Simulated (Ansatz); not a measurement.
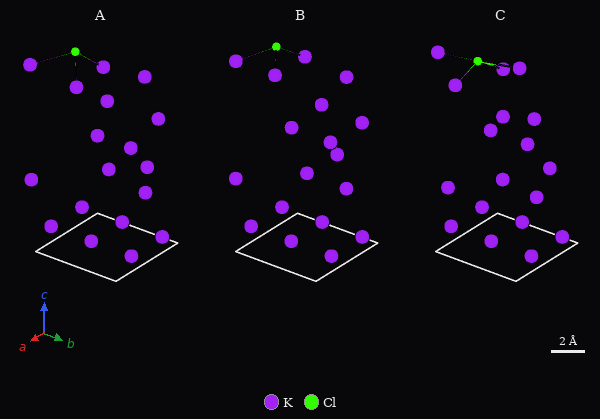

First-principles dynamics of Cl on K(110) (17 atoms in the cell), 500 fs long. 3 frames in shuffled order; frame B is the first. Style: ball-and-stick. Shown: the simulation cell, with the vacuum cut short, slightly off an axis. Atoms are followed out of the cell. Bonds to atoms that aren't drawn are left out.

All numbers below come from DFT PBEsol, scalar-relativistic, plane waves, PAW in Ansatz 0.2.0. Settings: plane-wave cutoff 420 eV; k-point mesh 2 × 2 × 1; Fermi-Dirac smearing 0.1 eV; low-accuracy preset; 4 atoms held fixed; constant energy (NVE); velocities drawn for 1400 K; time step 2 fs.

Put the frames in order of time.

B, A, C, at 0 fs, 108 fs, 500 fs; the root-mean-square distance from the start grows as 0.00, 0.82, 1.63 Å. Root-mean-square distances from the starting positions over the second half, with the common drift of all atoms taken out: K 1.47 Å, Cl 0.91 Å. Against the typical shortest distance between atoms in the first frame, about 4.4 Å these are large excursions, but over 500 fs one can't yet tell strong vibration from the start of diffusion.

Limits of the set-up: the cell has an odd number of electrons but was run without spin polarisation; the program's low-accuracy preset was used.

Cost: 18 min on 4 threads of AMD EPYC 7B13 (Zen 3), on a shared host, peak memory 3.5 GiB.
